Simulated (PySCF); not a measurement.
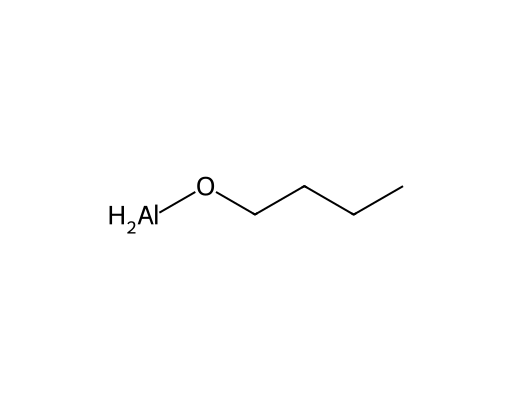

Source: calculation with PySCF.

A structural formula.

### Give its SMILES.

CCCC[O][AlH2]

### Give the formula, hydrogens included.

C4H11AlO.

### An optimisation with PBE0-D3(BJ)/def2-SVP gave a structure of which point group?

C1. Other conformers may differ.
